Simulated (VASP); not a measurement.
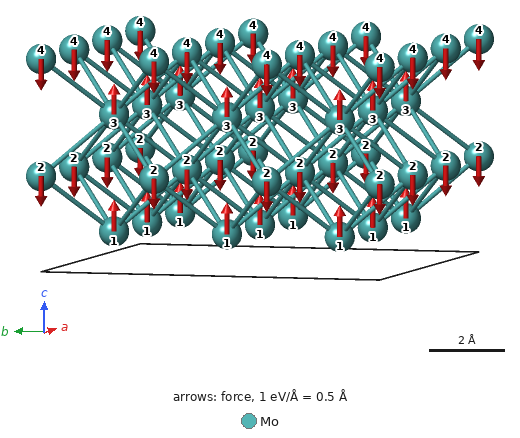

Starting geometry of a slab of composition Mo with the computed forces as red arrows. The picture is a ball-and-stick view of the 3 × 3 repeat of the cell, outlined in the plane, without the vacuum, seen from a free direction.

The run lets the atoms move in a fixed cell.

Method: Kohn-Sham DFT of a periodic cell, PBE, VASP PAW PBE potentials, recommended (VASP 6.6.1).

Input file:
```
SYSTEM = Mo
PREC = Accurate
ENCUT = 520
EDIFF = 1E-6
ISMEAR = 1
SIGMA = 0.1
LREAL = .False.
LASPH = .True.
NELM = 80
ALGO = Normal
ISIF = 2
LWAVE = .False.
LCHARG = .False.
LDIPOL = .True.
IDIPOL = 3
DIPOL = 0.5 0.5 0.500
GGA = PE
IBRION = 2
NSW = 80
EDIFFG = -0.02
KPAR = 2
```

Command:
```bash
cat potpaw_PBE.64/Mo_sv/POTCAR > POTCAR
mpirun -np 2 vasp_std > vasp.out
```

Q: What follows when this structure is relaxed?

A: It isn't relaxed: the largest force vector, on Mo atoms, is 1.72 eV/Å. The atoms end up moving mostly along the starting forces (cosine between the two patterns 0.94). The energy falls by 0.412 eV per cell of the calculation in 8 geometry steps. Largest force component: 1.7 eV/Å at the start, 0.016 eV/Å at the end. The largest moves relative to the layer's centre, 0.16 Å, are those of Mo1 and Mo4. Mo1 goes along the normal (+c). The cell doesn't change. Among the contacts that change: Mo1–Mo2 2.738 → 2.608 Å, Mo1–Mo3 3.162 → 3.071 Å, Mo2–Mo3 2.738 → 2.826 Å. Bond angles that change, for instance: Mo2–Mo1–Mo2 109.5° → 118.1°, Mo2–Mo1–Mo2 70.5° → 74.6°.
